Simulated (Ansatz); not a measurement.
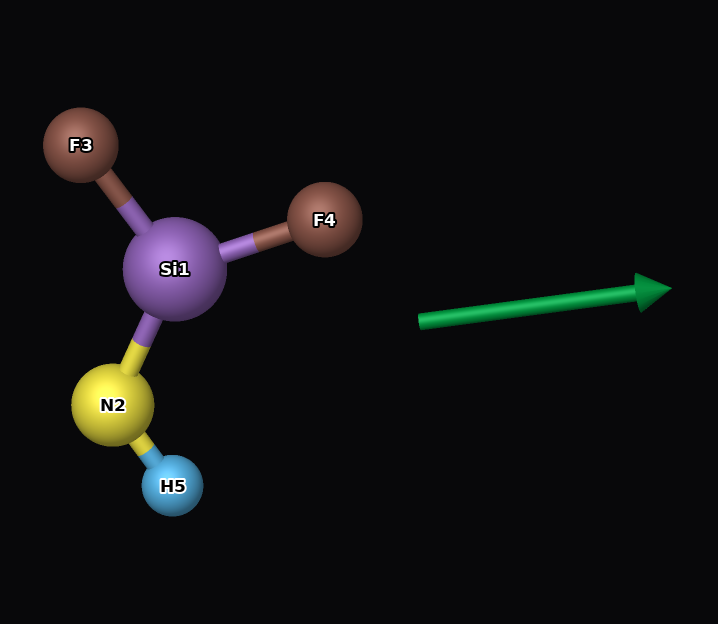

The arrow beside the molecule shows the direction of the dipole moment, from the negative to the positive end (its length means nothing). The geometry was computed by an optimisation with PBE0-D4/def2-TZVP. Level of theory: RKS PBE0-D4/def2-TZVP (Ansatz 0.2.0).

Estimate the dipole moment.

1.56 D; it points from the side of N2 to the side of F4 (the outermost atoms at the two ends).
